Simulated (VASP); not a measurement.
Band structure of CeO₂ (fluorite). Method: LDA (Ceperley-Alder, Perdew-Zunger), VASP's LDA PAW potentials (set 64) (plane waves; VASP).

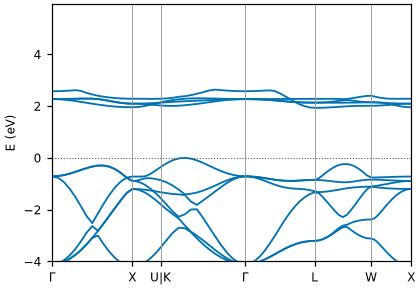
Bands along high-symmetry lines, zero at the valence-band maximum or, without a gap, the Fermi level

**Question.** Read the plot: is there a gap, and where are the band edges?

**Answer.** The gap is indirect, 1.93 eV, from the valence maximum at K-Γ at 0.29 to the conduction minimum at L. (Edges off the drawn lines would not show.)

The compound is CeO2 in the fluorite structure. It was relaxed first. The run is not spin-polarised, so no magnetic state was tried.
